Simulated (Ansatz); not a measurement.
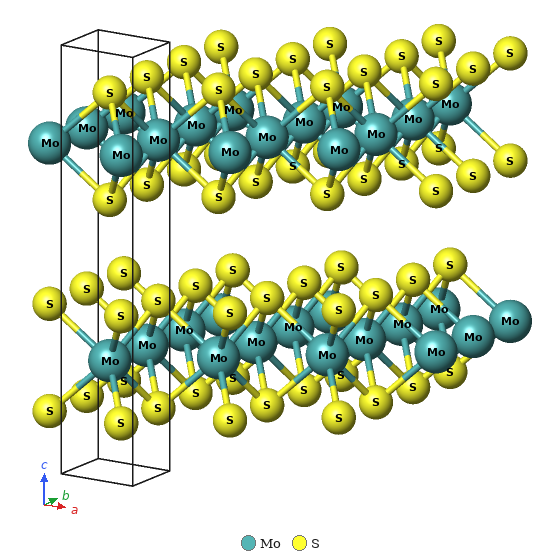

The compound is MoS₂ (space group P6_3/mmc, No. 194), taken as the geometry relaxed with DFT, r2SCAN+rVV10, plane waves, PAW in Ansatz 0.2.0; the starting structure was generated, so it need not be a known form of this composition.

Bonds are taken as Mo–S below 2.7 Å. Simplification: prune 0- and 1-connected atoms, fold 2-connected ones into links.

**What kind of net remains, and which atoms are its nodes?**

A binodal (3,6)-connected, two-periodic (layers) net: S is a 3-connected node; Mo is a 6-connected node, in the ratio 2:1.

**Does the net have a name?**

It is the net of the trigonal-prismatic layers of 2H-MoS2.

**How do the layers lie?**

The layers lie parallel to (001).

**Give the first four terms of the coordination sequence (nodes one, two, three … edges away).**

S: 3, 13, 9, 24; Mo: 6, 6, 18, 12.
